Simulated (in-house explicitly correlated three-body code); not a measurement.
Two electrons around a point charge Z = 8, on a centre of mass 15 electron masses. Computed variationally in 260 exponentially correlated functions with an in-house code, non-relativistic, converged to about 10⁻⁸ of the energy. Wanted, and plotted below: the bound S and P states that converged, by term and principal number n, on a logarithmic scale of binding.

The ground state is bound by 692.4 eV. The n = 2 states drawn run, from the deepest, 2 ³S (167.0 eV), 2 ³P (166.9 eV), 2 ¹S (160.2 eV), 2 ¹P (149.8 eV). Exchange puts 2 ³S below 2 ¹S by 6.86 eV and 2 ³P below 2 ¹P by 17.1 eV.

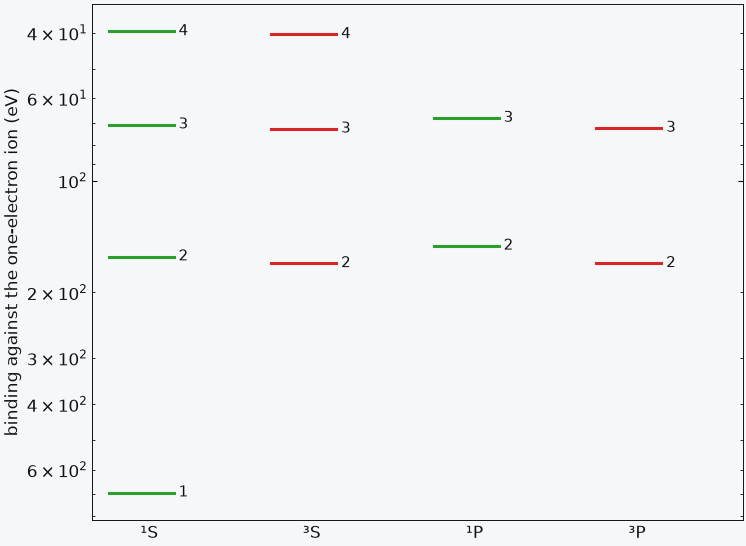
